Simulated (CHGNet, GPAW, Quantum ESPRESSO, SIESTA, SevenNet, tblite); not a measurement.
# Random packing of S (91 atoms) in SIESTA, part 2 of 2

Wanted: SIESTA inputs and outputs for random packing of S (91 atoms), checked against a plane-wave reference.

Program: SIESTA 5.4.2; the method stands at each step. Banners, paths, timers and routine set-up lines are dropped from the logs unmarked, and long logs keep their key lines alone; longer cuts are marked. The potentials were converted by us to PSML.

So far. Step 3 (PBE, DZ, shift 0.01 Ry, mesh 300 Ry): Against the first run (11 %), the force difference from the reference is 51 %, at 0.52 times the CPU time (on 1 against 2 cores), with 728 basis functions against 1183: the smaller basis costs accuracy. Step 4 (PBE, DZP, shift 0.02 Ry, mesh 300 Ry): Against the first run (11 %), the force difference from the reference is 15 %, at 0.90 times the CPU time.

### Step 5. PBE, TZP, shift 0.01 Ry, mesh 300 Ry

Method: Kohn-Sham DFT, PBE, PseudoDojo 0.4.1 norm-conserving pseudopotentials (converted to PSML), numerical atomic orbitals (TZP), diagonalisation.

File input.fdf:

```
SystemLabel cell
NumberOfAtoms 91
NumberOfSpecies 1
%block ChemicalSpeciesLabel
  1 16 S
%endblock ChemicalSpeciesLabel
LatticeConstant 1.0 Ang
%block LatticeVectors
  13.93850 0.00000 0.00000
  0.00000 13.93850 0.00000
  0.00000 0.00000 13.93850
%endblock LatticeVectors
PAO.BasisSize TZP
PAO.EnergyShift 0.01 Ry
XC.Functional GGA
XC.Authors PBE
MeshCutoff 300 Ry
%block kgrid_Monkhorst_Pack
  1 0 0 0.0
  0 1 0 0.0
  0 0 1 0.0
%endblock kgrid_Monkhorst_Pack
SolutionMethod diagon
OccupationFunction FD
ElectronicTemperature 580 K
SCF.Mixer.Method Pulay
SCF.Mixer.Weight 0.15
SCF.Mixer.History 8
SCF.Mix Hamiltonian
MaxSCFIterations 300
SCF.DM.Tolerance 1e-04
SCF.H.Tolerance 1.0e-3 eV
WriteForces T
Write.HirshfeldPop T
Write.VoronoiPop T
Write.DM F
Write.H F
XML.Write F
AtomicCoordinatesFormat Fractional
%block AtomicCoordinatesAndAtomicSpecies
[... 91 atom lines left out: the same atoms as in the first run ...]
%endblock AtomicCoordinatesAndAtomicSpecies
```

The run is started by

```console
$ OMP_NUM_THREADS=1 mpirun -np 2 siesta < input.fdf > output.txt
```

The program printed:

```text
Version         : 5.4.2
reinit: System Name:
reinit: System Label: cell
initatom: Reading input for the pseudopotentials and atomic orbitals ----------
Species number:   1 Atomic number:   16 Label: S
Ground state valence configuration (from tables):   3s02  3p04  3d00  4f00
---- Processing specs for species: S
GGA--PBE XC_GGA_X_PBE--XC_GGA_C_PBE pb
[... lines left out ...]
        iscf     Eharris(eV)        E_KS(eV)     FreeEng(eV)     dDmax    Ef(eV) dHmax(eV)
[... lines left out ...]
SCF Convergence by DM+H criterion
[... lines left out ...]
SCF cycle converged after 54 iterations
[... lines left out ...]
   Max    2.815565
[... lines left out ...]
   Max    2.815565    constrained
Stress tensor Voigt[x,y,z,yz,xz,xy] (kbar):      118.75      114.94      124.67        0.19       10.27       -3.50
[... lines left out ...]
siesta: FreeEng =    -27177.343474
[... lines left out ...]
siesta:         Fermi =      -5.026994
[... lines left out ...]
siesta:    -0.002185    0.071737    0.000118
siesta:     0.006409    0.000118    0.077811
siesta: Cell volume =       2707.996622 Ang**3
siesta: Pressure (static):
siesta:                Solid            Molecule  Units
siesta:          -0.00081201         -0.00088575  Ry/Bohr**3
siesta:          -0.07455560         -0.08132607  eV/Ang**3
siesta:        -119.45123631       -130.29873581  kBar
    Orbital volume contribution        =          44.690318 eV
    (Free)E + p_basis*V_orbitals       =      -27132.653155 eV
    (Free)Eharris+ p_basis*V_orbitals  =      -27132.653160 eV
Hirshfeld Atomic Populations:
Atom #   charge [q] valence [e]  Species
     1    -0.051522    6.051522  S
     2    -0.002439    6.002439  S
     3    -0.051801    6.051801  S
[...]
--------------------
 Total    -0.000060
Voronoi Atomic Populations:
Atom #   charge [q] valence [e]  Species
[...]
90    -0.000903    6.000903  S
    91    -0.008188    6.008188  S
--------------------
 Total    -0.000060
```

The job ended after 6 min (2 MPI ranks of Arm Neoverse V1, shared host; peak memory 1.6 GiB; 12 min of CPU time).

Numbers from this run, and their distance from the reference:

```
r.m.s. force component                  : 0.9019 eV/Å
r.m.s. difference of force components   : 79.06 meV/Å
longest difference of force vectors     : 281.7 meV/Å
force difference over r.m.s. force      : 8.294 %
slope of forces against the reference's : 0.9442
correlation of force components         : 0.9979
pressure                                : -11.95 GPa
pressure difference                     : -2.213 GPa
```

Against the first run (11 %), the force difference from the reference is 8.3 %, at 1.3 times the CPU time, with 1547 basis functions against 1183: the larger basis brings the forces nearer.

The run ends at a pressure of -11.95 GPa, with forces up to 3.1 eV/Å.

### Step 6. The ladder

Differences are against the plane-wave reference, forces as r.m.s. over components; share is that over the reference's r.m.s. force, slope the least-squares factor from reference forces to these. Total energies of different programs have different zeros and aren't compared.

```csv
run,"Δ force, r.m.s. (meV/Å)",share (%),slope,Δ pressure (GPa),cores,CPU time,memory (GiB)
reference,-,-,-,-,4,85 min,9.2
"SIESTA PBE, DZP, shift 0.01 Ry, mesh 300 Ry",100,10.5,0.927,-2.06,2,8.9 min,1.4
"SIESTA PBE, DZ, shift 0.01 Ry, mesh 300 Ry (coarse)",491,51.5,0.622,1.72,1,4.6 min,0.79
"SIESTA PBE, DZP, shift 0.02 Ry, mesh 300 Ry",144,15.1,1.047,-6.08,2,8 min,1.2
"SIESTA PBE, TZP, shift 0.01 Ry, mesh 300 Ry",79.1,8.29,0.944,-2.21,2,12 min,1.6
```

Rows marked coarse were listed beforehand as settings not expected to be converged; some can still land near the reference.

CPU time is summed over cores on a shared host, where runs went side by side, so it is rough. Symmetry, cutoffs, thresholds, outputs and thread counts weren't matched or tuned between programs; memory under MPI is the largest rank's times the ranks.

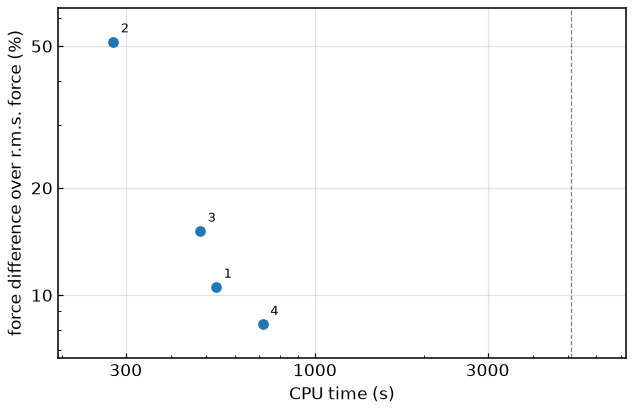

Force difference against CPU time; the dashed line marks the reference's time. Points: 1 SIESTA PBE, DZP, shift 0.01 Ry, mesh 300 Ry; 2 SIESTA PBE, DZ, shift 0.01 Ry, mesh 300 Ry; 3 SIESTA PBE, DZP, shift 0.02 Ry, mesh 300 Ry; 4 SIESTA PBE, TZP, shift 0.01 Ry, mesh 300 Ry.

A second geometry, displaced anew (every atom was moved at random, 0.04 Å r.m.s. a Cartesian component), gives an energy difference that all programs can be tested on. The reference puts it at 12.45 meV/atom.

```csv
run,energy less the first geometry's (meV/atom),error (meV/atom),force share at the second geometry (%)
"SIESTA PBE, DZP, shift 0.01 Ry, mesh 300 Ry",10.95,-1.49,10.2
"SIESTA PBE, DZ, shift 0.01 Ry, mesh 300 Ry",4.040,-8.41,47.6
"SIESTA PBE, DZP, shift 0.02 Ry, mesh 300 Ry",13.30,0.855,14.8
"SIESTA PBE, TZP, shift 0.01 Ry, mesh 300 Ry",11.36,-1.09,8.01
```

Further runs of this program without a result: SIESTA PBE, SZP, shift 0.01 Ry, mesh 300 Ry (cut off at its time limit).

### Step 7. What came out

```
nearest in forces : SIESTA PBE, TZP, shift 0.01 Ry, mesh 300 Ry, 8.3 %
its CPU time      : 12 min
```

**Reading.** The PBE runs in local orbitals, coarse settings apart, differ by 8.3 % (SIESTA PBE, TZP, shift 0.01 Ry, mesh 300 Ry) to 15 % (SIESTA PBE, DZP, shift 0.02 Ry, mesh 300 Ry); basis, grid and potentials can all enter. Runs with settings chosen to be coarse differ by 51 % (SIESTA PBE, DZ, shift 0.01 Ry, mesh 300 Ry), their programs' other errors included. Of the electronic-structure runs that take under half the reference's CPU time, SIESTA PBE, TZP, shift 0.01 Ry, mesh 300 Ry comes nearest, at 8.3 % in 12 min against 85 min; its pressure misses by -2.2 GPa. In pressure, SIESTA PBE, DZP, shift 0.02 Ry, mesh 300 Ry misses by -6.1 GPa, at the same functional. The energy difference between the two geometries, 12.4 meV/atom in the reference, is met best by SIESTA PBE, DZP, shift 0.02 Ry, mesh 300 Ry (+0.855) and worst by SIESTA PBE, DZ, shift 0.01 Ry, mesh 300 Ry (coarse) (-8.41). The reference's pressure holds the uncorrected Pulay stress of its 45 Ry basis, so small pressure differences, and their order, may be the reference's own error. The reference's pressure of -9.7 GPa belongs to a cell and atoms that aren't relaxed at this level. The electronic-structure runs sample only Γ, in a cell whose shortest periodic width is 14 Å, which is coarse for a cell with partly filled levels.

[Also dropped from logs without a mark: logging warnings of Python, and SIESTA's first energy breakdown and zero terms.]

[Logs are printed without paths, hosts, clocks, repeated set-up lines and the standing remarks that a program may print on its own settings, such as how far it seeks lower states.]

[Hosts, paths, dates, database ids (printed as entryN), source tags and the programs' standing remarks are cut or masked in the printed files.]
